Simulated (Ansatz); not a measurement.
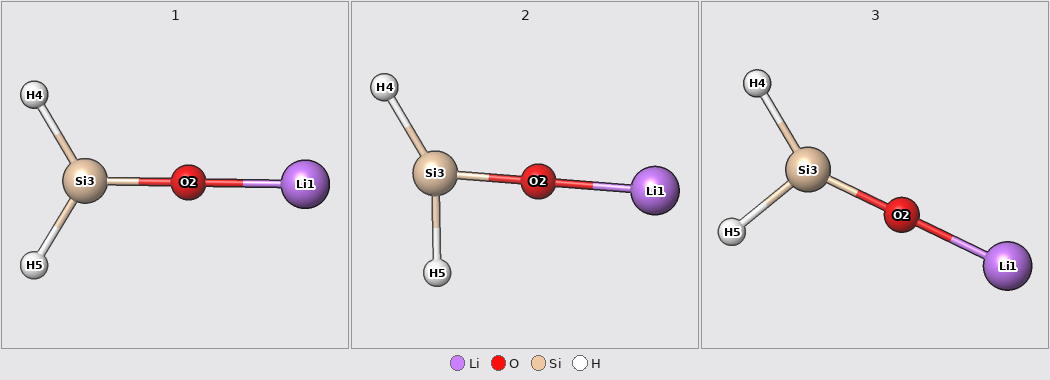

H2LiOSi, SMILES [Li][O][SiH2+], charge +1. First axis: angle O2–Si3–H4. Second axis: angle H5–Si3–H4. Nothing is relaxed (all other coordinates rigid). The grid has 15 × 15 points; 216 points were computed and 9 follow by symmetry. Energies are in eV, from the relaxed molecule at the same level. All numbers below come from RKS CAM-B3LYP-D4/def2-TZVP (Ansatz 0.2.0).

The numbered pictures are structures from this grid.

Question: Which is the most stable, and how do the others follow?

Answer: 1, at angle O2–Si3–H4 = 120.9°, angle H5–Si3–H4 = 118.1°: 0.00 eV; 3, at angle O2–Si3–H4 = 145.9°, angle H5–Si3–H4 = 98.8°: 0.43 eV; 2, at angle O2–Si3–H4 = 124.5°, angle H5–Si3–H4 = 150.2°: 1.03 eV.

The map, with the structures marked:

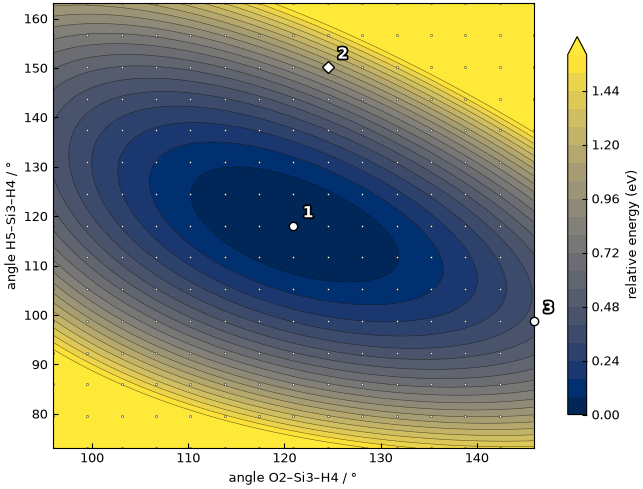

The picture shows filled contours, dots at the grid points, one colour for all values above the top of the scale. Between grid points the surface is interpolated.
